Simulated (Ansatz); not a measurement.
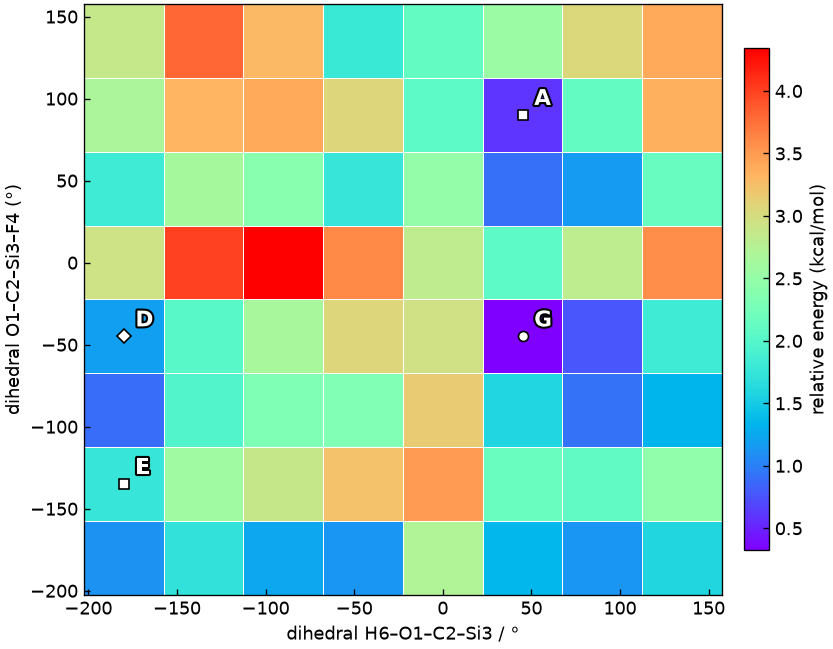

CH₄F₂OSi, SMILES OC[SiH](F)F. First axis: dihedral H6–O1–C2–Si3. Second axis: dihedral O1–C2–Si3–F4. Nothing is relaxed (all other coordinates rigid). The scan uses an 8 × 8 grid. Points are written as (first, second). Energies are in kcal/mol, from the relaxed molecule at the same level. Computed with RKS PBE0-D4/def2-TZVP in Ansatz.

Drawn: one coloured cell a grid point, lettered points.

> Rank the lettered points by energy, lowest first.

G (0.32 kcal/mol), A (0.59 kcal/mol), D (1.19 kcal/mol), E (1.75 kcal/mol).
